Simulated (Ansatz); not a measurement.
# One shape, several levels: O3 (ozone)

Wanted: a comparison of 6 runs (BHLYP/STO-3G, SVWN5/STO-3G, UB3LYP/STO-3G, UPBE/STO-3G, UMP2/STO-3G, FCI/STO-3G) of O3 (ozone). 

The results are computed with Ansatz 0.2.0.

38 further runs of the same task are left out: 19 that didn't finish, 19 set aside as unsound or not needed.

## Step 1: The molecule

O3: 3 atoms, total charge 0, spin state singlet. As SMILES, `O=[O+][O-]`. The O3–O2 distance was set to 2.476 Å, away from the relaxed value. At this shape a bond of the SMILES string is far longer than usual.

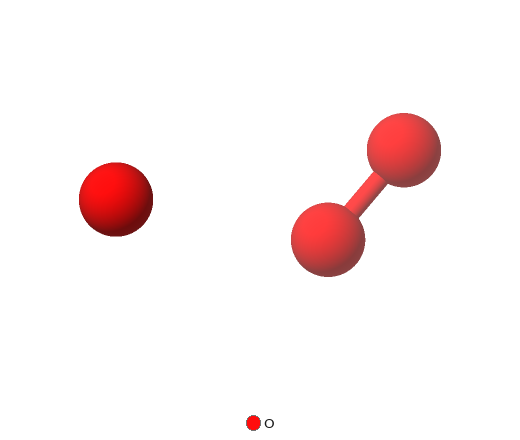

The structure, seen from a chosen angle (oxygen red).

## Step 2: A single-point energy at BHLYP/STO-3G (run 1)

The input, in.yaml:

```yaml
crystal:
  periodic: [false, false, false]
  atoms:
    - {symbol: O, position_ang: [1.239604, -1.707012, 0.500201]}
    - {symbol: O, position_ang: [0.162004, -1.488712, -0.068699]}
    - {symbol: O, position_ang: [-0.619800, 0.853500, -0.250100]}
basis:
  gaussian:
    orbitals: STO-3G
hamiltonian:
  xc: {name: BHLYP}
accuracy: high
```

The run is started by

```
$ ansatz run in.yaml --threads 1 --pin off --max-ram 2610MiB --events-out events.jsonl --progress --plain --runs-dir runs
```

The program printed:

```text
Warning: RAYON_NUM_THREADS=1 ignored (pool sized by the plan → 1); use --threads N
Functional definition: BHLYP
  name "BHLYP"
  parameter a = 0.5
  exchange = (1 - a)*b88_x + a*exact_x
  correlation = lyp_c
238 factors; integrals over basis functions are off by at most 4.2e-8 eV
mean field evaluation 1: about -5993.5507 eV, gradient 3.1e1 eV
mean field evaluation 2: about -5791.9735 eV, gradient 2.1e1 eV
mean field evaluation 4: about -5983.8305 eV, gradient 6.1e1 eV
mean field evaluation 8: about -6042.1079 eV, gradient 8.1e0 eV
mean field evaluation 16: about -6042.9341 eV, gradient 8.2e-5 eV
mean field evaluation 32: about -6042.9130 eV, gradient 2.3e-1 eV
mean field -6042.93410790 eV, -222.0737324174 hartree, gradient 2.6e-8 eV, S^2 0.000000; 4 other end points of the search recorded, 0 dependent functions left out
reference -6042.93411971 eV, -222.0737328513 hartree; 12, 12 occupied and 3, 3 virtual orbitals, 238 factors
Total energy: -6042.93411971 eV, -222.0737328513 hartree
```

Run time: 1.3 s. Hardware: 1 thread of Arm Neoverse V1, shared host.

## Step 3: A single-point energy at SVWN5/STO-3G (run 2)

The input, molecule.yaml:

```yaml
crystal:
  periodic: [false, false, false]
  atoms:
    - symbol: O
      position_ang: [1.239604, -1.707012, 0.500201]
    - symbol: O
      position_ang: [0.162004, -1.488712, -0.068699]
    - symbol: O
      position_ang: [-0.619800, 0.853500, -0.250100]
basis:
  gaussian: {orbitals: STO-3G}
hamiltonian: {xc: {name: SVWN5}}
accuracy: high
```

The run is started by

```
$ ansatz run molecule.yaml --threads 1 --pin off --max-ram 2610MiB --events-out events.jsonl --progress --plain --runs-dir runs
```

The program printed, shortened:

```text
Warning: RAYON_NUM_THREADS=1 ignored (pool sized by the plan → 1); use --threads N
Functional definition: SVWN5
  name "SVWN5"
[...]
238 factors; integrals over basis functions are off by at most 4.2e-8 eV
[...]
mean field -6002.22625045 eV, -220.5777462491 hartree, gradient 5.2e-8 eV, S^2 0.000000; 9 other end points of the search recorded, 0 dependent functions left out
reference -6002.22625122 eV, -220.5777462773 hartree; 12, 12 occupied and 3, 3 virtual orbitals, 238 factors
Total energy: -6002.22625122 eV, -220.5777462773 hartree
```

It took 1.9 s on 1 thread of Arm Neoverse V1, shared host.

## Step 4: The energy at UB3LYP/STO-3G (run 3)

The input, run.yaml:

```yaml
basis:
  gaussian:
    orbitals: STO-3G
crystal:
  periodic: [false, false, false]
  atoms:
    - {symbol: O, position_ang: [1.239604, -1.707012, 0.500201]}
    - {symbol: O, position_ang: [0.162004, -1.488712, -0.068699]}
    - {symbol: O, position_ang: [-0.619800, 0.853500, -0.250100]}
total_charge: 0
magnetization:
  spin_polarized: true
hamiltonian:
  xc: {name: B3LYP}
accuracy: high
```

The run is started by

```
$ ansatz run run.yaml --threads 1 --pin off --max-ram 2610MiB --events-out events.jsonl --progress --plain --runs-dir runs
```

The program printed, shortened:

```text
Warning: RAYON_NUM_THREADS=1 ignored (pool sized by the plan → 1); use --threads N
Functional definition: B3LYP
  name "B3LYP"
[...]
238 factors; integrals over basis functions are off by at most 4.2e-8 eV
[...]
mean field -6049.46997692 eV, -222.3139211737 hartree, gradient 5.9e-8 eV, S^2 1.973348; 6 other end points of the search recorded, 0 dependent functions left out
reference -6049.46999441 eV, -222.3139218165 hartree; 12, 12 occupied and 3, 3 virtual orbitals, 238 factors
Total energy: -6049.46999441 eV, -222.3139218165 hartree
```

It took 17 s on 1 thread of Arm Neoverse V1, shared host; peak memory 0.11 GiB.

Runs 4 to 5 aren't shown in full; the table further down has their settings and results.

## Step 5: The energy at FCI/STO-3G (run 6)

The input, job.yaml:

```yaml
basis:
  gaussian:
    orbitals: STO-3G
crystal:
  periodic: [false, false, false]
  atoms:
    - {symbol: O, position_ang: [1.239604, -1.707012, 0.500201]}
    - {symbol: O, position_ang: [0.162004, -1.488712, -0.068699]}
    - {symbol: O, position_ang: [-0.619800, 0.853500, -0.250100]}
correlation:
  method: fci
  frozen_orbitals: {O: 1}
accuracy: high
```

The run is started by

```
$ ansatz run job.yaml --threads 1 --pin off --max-ram 2610MiB --events-out events.jsonl --progress --plain --runs-dir runs
```

The program printed, shortened:

```text
Warning: RAYON_NUM_THREADS=1 ignored (pool sized by the plan → 1); use --threads N
Functional definition: HF
  name "HF"
[...]
238 factors; integrals over basis functions are off by at most 4.2e-8 eV
[...]
mean field -6019.59709378 eV, -221.2161129671 hartree, gradient 2.0e-8 eV, S^2 0.000000; 17 other end points of the search recorded, 0 dependent functions left out; unrestricted orbitals would lower it
[...]
determinant -6019.59709378 eV, -221.2161129671 hartree, with singles and doubles -6024.62127161 eV, -221.4007480968 hartree
determinant -6019.52768874 eV, -221.2135623788 hartree, with singles and doubles -6024.62577811 eV, -221.4009137074 hartree
determinant -6019.49482976 eV, -221.2123548336 hartree, with singles and doubles -6024.54549154 eV, -221.3979632304 hartree
determinant -6019.59709378 eV, -221.2161129671 hartree, with singles and doubles -6024.98283437 eV, -221.4140352831 hartree
determinant -6019.52768874 eV, -221.2135623788 hartree, with singles and doubles -6024.96164360 eV, -221.4132565365 hartree
determinant -6019.49482976 eV, -221.2123548336 hartree, with singles and doubles -6024.94773469 eV, -221.4127453935 hartree
unrestricted determinant -6024.02129550 eV, -221.3786993814 hartree, S^2 1.9980
3 core orbitals not correlated: weight in the atoms' cores, before any rotation towards them, 1.000 or more for the frozen orbitals, at most 0.000 for the correlated occupied ones
reference -6019.59709378 eV, -221.2161129671 hartree; 9, 9 occupied and 3, 3 virtual orbitals, 238 factors
state -6028.83755192 eV, -221.5556935402 hartree
Total energy: -6028.83755192 eV, -221.5556935402 hartree
```

It took 1.6 s on 1 thread of Arm Neoverse V1, shared host.

## Step 6: The series

| run | level | frozen core orbitals | energy (Eh) | wall time |
| --- | --- | --- | --- | --- |
| 1 | BHLYP/STO-3G | – | -222.073733 | 1.3 s |
| 2 | SVWN5/STO-3G | – | -220.577746 | 1.9 s |
| 3 | UB3LYP/STO-3G | – | -222.313922 | 17 s |
| 4 | UPBE/STO-3G | – | -222.098817 | 11 s |
| 5 | UMP2/STO-3G | 3 | -221.514162 | 0.81 s |
| 6 | FCI/STO-3G | 3 | -221.555694 | 1.6 s |

## Step 7: Outcome

| quantity | value |
| --- | --- |
| run 6: total energy | -221.55569 Eh |
| run 6: correlation energy (3 core orbitals frozen) | -339.6 mEh |

Against full CI in this basis: UMP2 +41.5 mEh. Totals of different functionals can't be ranked against each other. In runs 1, 2, 3, 4, 5, 6 the basis is minimal, so the values are rough. In runs 1, 2 a closed-shell determinant meets a far-stretched bond, which it describes badly. Spin contamination of the reference: run 5 ⟨S²⟩ = 2.00, run 3 ⟨S²⟩ = 1.97, run 4 ⟨S²⟩ = 1.93. Where it is this large, the reference is a mixture of spin states, and values that rest on it are in doubt. All runs together took 34 s, the longest 17 s.
